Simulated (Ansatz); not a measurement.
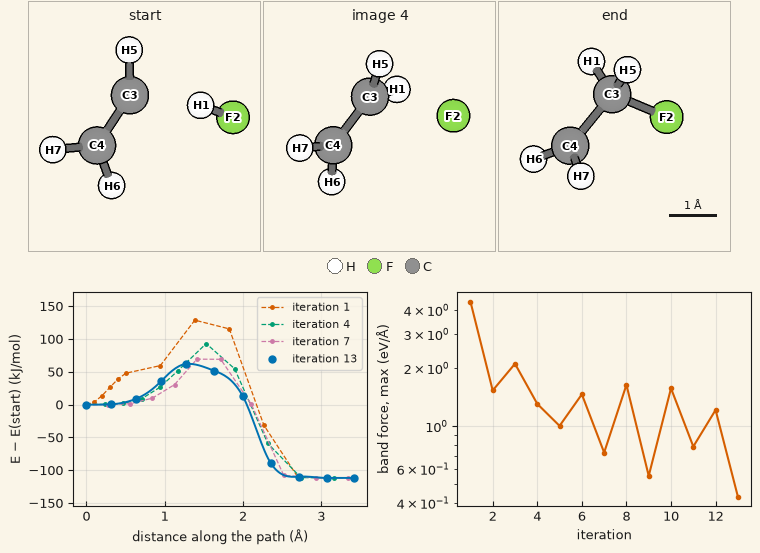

NEB run on C₂H₄F (multiplicity 2). Images are numbered from 0 (start) to 10 (end). The plot follows the band through its iterations. A ball-and-stick model, seen at a tilt.

Level of theory: Ansatz, UKS r2SCAN/def2-mTZVP. Run with 9 movable images; climbing image; force threshold 0.5 eV/Å; iteration limit 60; starting path through a guess of the saddle point.

**How did the profile develop, and is the result final?**

The run is converged, with reservations. The band converged in 13 iterations. The largest component of the band force went from 4.4 to 0.43 eV/Å. The climbing image converged on the top of the path. Its curvatures weren't checked. The force threshold is loose. The first iteration put the highest image at 128.7 kJ/mol. The highest point, image 4, lies 62.1 kJ/mol above the start and 173.7 kJ/mol above the end; the end is at −111.6 kJ/mol relative to the start.

The run took 4.8 min on 2 threads of Arm Neoverse V1, with other jobs on the host, peak memory 0.17 GiB.
